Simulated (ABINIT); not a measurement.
**GaP (F-43m): bands and cutoff in G0W0 with ABINIT**

Aim: raise bands and screening cutoff together for GaP (F-43m) and follow gap and time.

Method: LDA and many-body steps on it, plane waves, in ABINIT 10.8.3.

### 1. Set-up

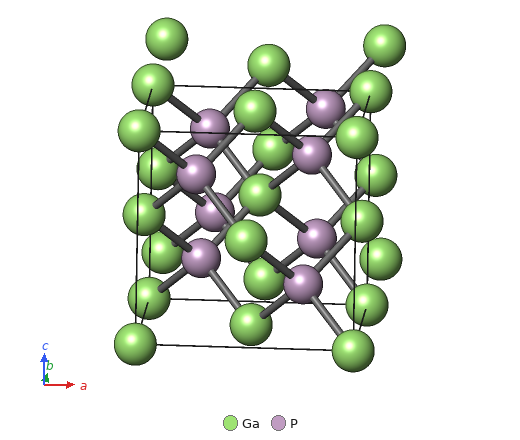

The starting structure, seen slightly off an axis (gallium green, phosphorus pink). 1×2×1 cells are drawn. This picture shows the conventional cell, with its axes. Bonds to atoms that aren't drawn are left out. Some periodic images of atoms are drawn too.

The cell and positions come from the Crystallography Open Database and are kept as given unless a step says otherwise.

### 2. Empty states on the mesh, 4×4×4 mesh, 1048 bands

This step: ABINIT 10.8.3; DFT, LDA, plane waves, norm-conserving pseudopotentials.

The sums over transitions need many empty states on a uniform mesh; this step solves for them.

Input file run.abi:

```
acell 3*1.0 Angstrom
rprim 
  0.000000000000 2.725250000000 2.725250000000
  2.725250000000 0.000000000000 2.725250000000
  2.725250000000 2.725250000000 0.000000000000
ntypat 2
znucl 31 15
natom 2
typat 1 2
xred 
  0.000000000000 0.000000000000 0.000000000000
  0.250000000000 0.250000000000 0.250000000000
pp_dirpath "pseudos"
pseudos "Ga.upf, P.upf"
ecut 45
ngkpt 4 4 4
nshiftk 1
shiftk 0 0 0
kptopt 1
chksymbreak 0
irdden 1
istwfk *1
nband 1048
prtvol 0
optdriver 6
gwr_task "HDIAGO"
paral_kgb 0
occopt 1
indata_prefix "in"
outdata_prefix "out"
tmpdata_prefix "tmp"
```

The run is started by

```sh
$ OMP_NUM_THREADS=1 mpirun -n 4 abinit run.abi > log
```

What it wrote:

```text
.Version 10.8.3 of ABINIT. v10.8.2 released Aug 2026.

 Symmetries : space group F-4 3 m (#216); Bravais cF (face-center cubic)
[... echo of the input left out ...]
== DATASET  1 ==================================================================
-   mpi_nproc: 4, omp_nthreads: 1 (-1 if OMP is not activated)

--- !DatasetInfo
iteration_state: {dtset: 1, }
dimensions: {natom: 2, nkpt: 8, mband: 1048, nsppol: 1, nspinor: 1, nspden: 1, mpw: 3972, }
cutoff_energies: {ecut:  45.0, pawecutdg:  -1.0, }
[...]
Indirect band gap semiconductor
 Fundamental gap:     1.490 (eV)
   VBM:     5.080 (eV) at k: [ 0.0000E+00,  0.0000E+00,  0.0000E+00]
   CBM:     6.570 (eV) at k: [ 5.0000E-01,  0.0000E+00,  0.0000E+00]
 Direct gap:         1.590 (eV) at k: [ 0.0000E+00,  0.0000E+00,  0.0000E+00]

== END DATASET(S) ==============================================================
================================================================================

 -outvars: echo values of variables after computation  --------
           etotal      0.0000000000E+00
            nband        1048
             nkpt           8
          spgroup         216
 [... the other variables as echoed above ...]

 Calculation completed.
```

The job ended after 1.8 min (4 MPI ranks of Arm Neoverse V1, shared host; peak memory 3.8 GiB; 7.3 min of CPU time).

This step gave:

- gap: 1.490 eV
- k of the valence top: 0, 0, 0
- k of the conduction bottom: 0.5, 0, 0
- least direct gap: 1.590 eV
- k points computed: 8
- lowest point of the top converged band, above the valence top: 485.0819 eV

On this mesh the gap is 1.490 eV.

The density comes from a self-consistent run that is not shown.

### 3. Screening, 4×4×4 mesh, 141 bands, screening to 149.7 eV

The RPA dielectric matrix is built and inverted for each q.

This step: RPA screening on LDA, plane waves, norm-conserving pseudopotentials.

run.abi, as its differences from that of step 2:

```diff
@@ -20,10 +20,11 @@
 chksymbreak 0
-irdden 1
 istwfk *1
-nband 1048
-prtvol 0
-optdriver 6
-gwr_task "HDIAGO"
-paral_kgb 0
 occopt 1
+irdwfk 1
+optdriver 3
+nband 141
+ecuteps 5.5
+inclvkb 2
+awtr 1
+symchi 1
 indata_prefix "in"
```

What it wrote:

```text
.Version 10.8.3 of ABINIT. v10.8.2 released Aug 2026.

 Symmetries : space group F-4 3 m (#216); Bravais cF (face-center cubic)
[... echo of the input left out ...]
== DATASET  1 ==================================================================
-   mpi_nproc: 4, omp_nthreads: 1 (-1 if OMP is not activated)

--- !DatasetInfo
iteration_state: {dtset: 1, }
dimensions: {natom: 2, nkpt: 8, mband: 141, nsppol: 1, nspinor: 1, nspden: 1, mpw: 3972, }
cutoff_energies: {ecut:  45.0, pawecutdg:  -1.0, }
electrons: {nelect:   2.60000000E+01, charge:   0.00000000E+00, occopt:   1.00000000E+00, tsmear:   1.00000000E-02, }

 SCREENING: Calculation of the susceptibility and dielectric matrices

 Based on a program developped by R.W. Godby, V. Olevano, G. Onida, and L. Reining.
 Incorporated in ABINIT by V. Olevano, G.-M. Rignanese, and M. Torrent.
.Using double precision arithmetic ; gwpc =  8

[... cell and pseudopotentials left out ...]
--------------------------------------------------------------------------------

 ==== K-mesh for the wavefunctions ====
 Number of points in the irreducible wedge :     8
[... list of points left out ...]
 Together with 24 symmetry operations and time-reversal symmetry
 yields    64 points in the full Brillouin Zone.

 ==== Q-mesh for the screening function ====
 Number of points in the irreducible wedge :     8
[... list of points left out ...]
 Together with 24 symmetry operations and time-reversal symmetry
 yields    64 points in the full Brillouin Zone.

 setmesh: FFT mesh size selected  =    30x   30x   30
          total number of points  =        27000

 vcoul_init : cutoff-mode = AUXILIARY_FUNCTION
 q-points for optical limit:   1
     1)      0.000010    0.000020    0.000030

- screening: taking advantage of time-reversal symmetry
- Maximum band index for partially occupied states nbvw = 13
- Remaining bands to be divided among processors   nbcw = 128
- Number of bands treated by each node ~32

 Number of electrons calculated from density =   26.0000; Expected =   26.0000
 average of density, n =  0.095176
 r_s =    1.3587
 omega_plasma =   29.7591 [eV]

 calculating chi0 at frequencies [eV] :
  1    0.000000E+00    0.000000E+00
  2    0.000000E+00    2.975908E+01

--------------------------------------------------------------------------------
  q-point number  1        q = ( 0.000000, 0.000000, 0.000000) [r.l.u.]
--------------------------------------------------------------------------------
[... chi0 elements left out ...]
 For q-point:  0.000010 0.000020 0.000030
  dielectric constant =  21.1947
  dielectric constant without local fields =  22.9497

  Average fulfillment of the sum rule on Im[epsilon] for q-point    1 :     52.10  [%]
[... wings left out ...]
  q-point number  2        q = ( 0.250000, 0.000000, 0.000000) [r.l.u.]
--------------------------------------------------------------------------------
[... chi0 elements left out ...]
  Average fulfillment of the sum rule on Im[epsilon] for q-point    2 :     58.42  [%]

 [... 6 further q-points ...]
```

Run time: 41 s. Hardware: 4 MPI ranks; peak memory 1 GiB.

This step gave:

```yaml
eps_infinity_with_local_fields_on_this_mesh_along_the_program_s_q_direction: 21.19
the_same_without_local_fields: 22.95
plasma_frequency: 29.76 eV
plane_waves_in_the_screening_matrix: 169
```

Local fields lower ε∞ by 8 %. On a Γ-centred mesh this coarse the value itself is usually too large, while a short band sum pulls it down.

### 4. 141 bands, 149.7 eV

The self-energy is evaluated for the states that the input lists, and the levels follow from it, in one-shot runs by the linearised quasiparticle equation.

This step: G0W0 on LDA, plane waves, norm-conserving pseudopotentials.

run.abi, as its differences from that of step 3:

```diff
@@ -23,8 +23,19 @@
 irdwfk 1
-optdriver 3
+optdriver 4
 nband 141
+gwcalctyp 0
+ecutsigx 45
+symsigma 1
+nkptgw 3
+kptgw 
+  0.0000000000 0.0000000000 0.0000000000
+  0.5000000000 0.0000000000 0.0000000000
+  0.5000000000 0.5000000000 0.0000000000
+bdgw 
+  11 17
+  12 16
+  12 15
 ecuteps 5.5
-inclvkb 2
-awtr 1
-symchi 1
+irdscr 1
+ppmodel 1
 indata_prefix "in"
```

What it wrote:

```text
.Version 10.8.3 of ABINIT. v10.8.2 released Aug 2026.

 Symmetries : space group F-4 3 m (#216); Bravais cF (face-center cubic)
[... echo of the input left out ...]
== DATASET  1 ==================================================================
-   mpi_nproc: 4, omp_nthreads: 1 (-1 if OMP is not activated)

--- !DatasetInfo
iteration_state: {dtset: 1, }
dimensions: {natom: 2, nkpt: 8, mband: 141, nsppol: 1, nspinor: 1, nspden: 1, mpw: 3972, }
cutoff_energies: {ecut:  45.0, pawecutdg:  -1.0, }
electrons: {nelect:   2.60000000E+01, charge:   0.00000000E+00, occopt:   1.00000000E+00, tsmear:   1.00000000E-02, }

 SIGMA: Calculation of the GW corrections

 Based on a program developped by R.W. Godby, V. Olevano, G. Onida, and L. Reining.
 Incorporated in ABINIT by V. Olevano, G.-M. Rignanese, and M. Torrent.
.Using double precision arithmetic ; gwpc =  8

[... cell and pseudopotentials left out ...]
--------------------------------------------------------------------------------

 ==== K-mesh for the wavefunctions ====
 Number of points in the irreducible wedge :     8
[... list of points left out ...]
 Together with 24 symmetry operations and time-reversal symmetry
 yields    64 points in the full Brillouin Zone.

 ==== Q-mesh for screening function ====
 Number of points in the irreducible wedge :     8
[... list of points left out ...]
 Together with 24 symmetry operations and time-reversal symmetry
 yields    64 points in the full Brillouin Zone.

 vcoul_init : cutoff-mode = AUXILIARY_FUNCTION
 q-points for optical limit:   1
     1)      0.000010    0.000020    0.000030
 setmesh: FFT mesh size selected  =    45x   45x   45
          total number of points  =        91125

 Number of electrons calculated from density =   26.0000; Expected =   26.0000
 average of density, n =  0.095176
 r_s =    1.3587
 omega_plasma =   29.7591 [eV]

 === KS Band Gaps ===
  >>>> For spin  1
   Minimum direct gap =   1.5896 [eV], located at k-point      :   0.0000  0.0000  0.0000
   Fundamental gap    =   1.4901 [eV], Top of valence bands at :   0.0000  0.0000  0.0000
                                       Bottom of conduction at :   0.5000  0.0000  0.0000
 SIGMA fundamental parameters:
 PLASMON POLE MODEL  1
 number of plane-waves for SigmaX                 3839
 number of plane-waves for SigmaC and W            169
 number of plane-waves for wavefunctions          3839
 number of bands                                   141
 number of independent spin polarizations            1
 number of spinorial components                      1
 number of k-points in IBZ                           8
 number of q-points in IBZ                           8
 number of symmetry operations                      24
 number of k-points in BZ                           64
 number of q-points in BZ                           64
 number of frequencies for dSigma/dE                 9
 frequency step for dSigma/dE [eV]                0.25
 number of omega for Sigma on real axis              0
 max omega for Sigma on real axis  [eV]           0.00
 zcut for avoiding poles [eV]                     0.10

 EPSILON^-1 parameters (SCR file):
 dimension of the eps^-1 matrix on file            169
 dimension of the eps^-1 matrix used               169
 number of plane-waves for wavefunctions          3839
 number of bands                                   141
 number of q-points in IBZ                           8
 number of frequencies                               2
 number of real frequencies                          1
 number of imag frequencies                          1

 matrix elements of self-energy operator (all in [eV])

 Perturbative Calculation

--- !SelfEnergy_ee
iteration_state: {dtset: 1, }
kpoint     : [   0.000,    0.000,    0.000, ]
spin       : 1
KS_gap     :    1.590
QP_gap     :    2.663
Delta_QP_KS:    1.073
data: !SigmaeeData |
     Band     E0 <VxcDFT>   SigX SigC(E0)      Z dSigC/dE  Sig(E)    E-E0       E
       11   5.080 -13.243 -15.212   1.090   0.782  -0.278 -13.930  -0.687   4.393
       12   5.080 -13.243 -15.212   1.090   0.782  -0.278 -13.930  -0.687   4.393
       13   5.080 -13.243 -15.212   1.090   0.782  -0.278 -13.930  -0.687   4.393
       14   6.669 -13.070  -8.220  -4.360   0.789  -0.268 -12.684   0.386   7.055
       15   8.868 -11.691  -6.765  -4.405   0.795  -0.258 -11.277   0.413   9.281
       16   8.868 -11.691  -6.765  -4.405   0.795  -0.258 -11.277   0.413   9.281
[...]
--- !SelfEnergy_ee
iteration_state: {dtset: 1, }
kpoint     : [   0.500,    0.000,    0.000, ]
spin       : 1
KS_gap     :    2.621
QP_gap     :    3.635
Delta_QP_KS:    1.014
data: !SigmaeeData |
     Band     E0 <VxcDFT>   SigX SigC(E0)      Z dSigC/dE  Sig(E)    E-E0       E
[...]
--- !SelfEnergy_ee
iteration_state: {dtset: 1, }
kpoint     : [   0.500,    0.500,    0.000, ]
spin       : 1
KS_gap     :    4.208
QP_gap     :    5.034
Delta_QP_KS:    0.826
data: !SigmaeeData |
     Band     E0 <VxcDFT>   SigX SigC(E0)      Z dSigC/dE  Sig(E)    E-E0       E
[...]
13   2.370 -11.897 -14.703   1.930   0.774  -0.292 -12.575  -0.678   1.692
       14   6.578 -10.110  -5.956  -3.971   0.807  -0.238  -9.962   0.148   6.726
       15   6.756 -11.235  -6.908  -4.011   0.801  -0.249 -10.982   0.253   7.009

== END DATASET(S) ==============================================================
================================================================================

 -outvars: echo values of variables after computation  --------
           etotal      0.0000000000E+00
            nband         141
             nkpt           8
          spgroup         216
 [... the other variables as echoed above ...]

 Calculation completed.
```

The job ended after 14 s (4 MPI ranks; peak memory 0.94 GiB; 56 s of CPU time).

Numbers from this step:

```yaml
g0w0_gap_on_the_points_computed: 2.333 eV
starting_gap_on_the_mesh: 1.490 eV
k_of_the_valence_top: 0, 0, 0
k_of_the_conduction_bottom: 0.5, 0.5, 0
z_at_the_valence_top: 0.782
z_at_the_conduction_bottom: 0.807
least_direct_g0w0_gap_on_the_computed_points: 2.662 eV
```

The gap on the mesh goes from 1.49 eV to 2.33 eV, a correction of +0.84 eV.

### 5. Screening, 4×4×4 mesh, 216 bands, screening to 203.5 eV

This step: RPA screening on LDA, plane waves, norm-conserving pseudopotentials.

run.abi, as its differences from that of step 4:

```diff
@@ -23,19 +23,8 @@
 irdwfk 1
-optdriver 4
-nband 141
-gwcalctyp 0
-ecutsigx 45
-symsigma 1
-nkptgw 3
-kptgw 
-  0.0000000000 0.0000000000 0.0000000000
-  0.5000000000 0.0000000000 0.0000000000
-  0.5000000000 0.5000000000 0.0000000000
-bdgw 
-  11 17
-  12 16
-  12 15
-ecuteps 5.5
-irdscr 1
-ppmodel 1
+optdriver 3
+nband 216
+ecuteps 7.48
+inclvkb 2
+awtr 1
+symchi 1
 indata_prefix "in"
```

What it wrote:

```text
.Version 10.8.3 of ABINIT. v10.8.2 released Aug 2026.

 Symmetries : space group F-4 3 m (#216); Bravais cF (face-center cubic)
[... echo of the input left out ...]
== DATASET  1 ==================================================================
-   mpi_nproc: 4, omp_nthreads: 1 (-1 if OMP is not activated)

--- !DatasetInfo
iteration_state: {dtset: 1, }
dimensions: {natom: 2, nkpt: 8, mband: 216, nsppol: 1, nspinor: 1, nspden: 1, mpw: 3972, }
cutoff_energies: {ecut:  45.0, pawecutdg:  -1.0, }
electrons: {nelect:   2.60000000E+01, charge:   0.00000000E+00, occopt:   1.00000000E+00, tsmear:   1.00000000E-02, }

 SCREENING: Calculation of the susceptibility and dielectric matrices

 Based on a program developped by R.W. Godby, V. Olevano, G. Onida, and L. Reining.
 Incorporated in ABINIT by V. Olevano, G.-M. Rignanese, and M. Torrent.
.Using double precision arithmetic ; gwpc =  8

[... cell and pseudopotentials left out ...]
--------------------------------------------------------------------------------

 ==== K-mesh for the wavefunctions ====
 Number of points in the irreducible wedge :     8
[... list of points left out ...]
 Together with 24 symmetry operations and time-reversal symmetry
 yields    64 points in the full Brillouin Zone.

 ==== Q-mesh for the screening function ====
 Number of points in the irreducible wedge :     8
[... list of points left out ...]
 Together with 24 symmetry operations and time-reversal symmetry
 yields    64 points in the full Brillouin Zone.

 setmesh: FFT mesh size selected  =    32x   32x   32
          total number of points  =        32768

 vcoul_init : cutoff-mode = AUXILIARY_FUNCTION
 q-points for optical limit:   1
     1)      0.000010    0.000020    0.000030

- screening: taking advantage of time-reversal symmetry
- Maximum band index for partially occupied states nbvw = 13
- Remaining bands to be divided among processors   nbcw = 203
- Number of bands treated by each node ~50

 Number of electrons calculated from density =   26.0000; Expected =   26.0000
 average of density, n =  0.095176
 r_s =    1.3587
 omega_plasma =   29.7591 [eV]

 calculating chi0 at frequencies [eV] :
  1    0.000000E+00    0.000000E+00
  2    0.000000E+00    2.975908E+01

--------------------------------------------------------------------------------
  q-point number  1        q = ( 0.000000, 0.000000, 0.000000) [r.l.u.]
--------------------------------------------------------------------------------
[... chi0 elements left out ...]
 For q-point:  0.000010 0.000020 0.000030
  dielectric constant =  21.2075
  dielectric constant without local fields =  22.9535

  Average fulfillment of the sum rule on Im[epsilon] for q-point    1 :     62.48  [%]
[... wings left out ...]
  q-point number  2        q = ( 0.250000, 0.000000, 0.000000) [r.l.u.]
--------------------------------------------------------------------------------
[... chi0 elements left out ...]
  Average fulfillment of the sum rule on Im[epsilon] for q-point    2 :     68.60  [%]

 [... 6 further q-points ...]
```

The job ended after 81 s (4 MPI ranks; peak memory 1.5 GiB; 5.4 min of CPU time).

Numbers from this step:

- ε∞ with local fields, on this mesh, along the program's q direction: 21.21
- the same without local fields: 22.95
- plasma frequency: 29.76 eV
- plane waves in the screening matrix: 283

[end of part 1 of 2]

[Paths, hosts, dates, memory and timing lines, banners, echoed tables and standing remarks are left out of the program output.]

[Logs are printed without paths, hosts, clocks, repeated set-up lines and the standing remarks that a program may print on its own settings, such as how far it seeks lower states.]

[Runs of the session that timed out or met a known fault of the program may be left out.]

[Hosts, paths, dates, database ids (printed as entryN), source tags and the programs' standing remarks are cut or masked in the printed files.]

[G0W0 gaps are taken among the corrected bands and points alone; a level outside them can change the order at an edge.]

[Where Ansatz stands beside ABINIT at settings called matched, ABINIT's density can come from a denser mesh and the files from another edition; pairs whose starting gaps differed by over 0.03 eV were left out, so agreement reads better than it is.]
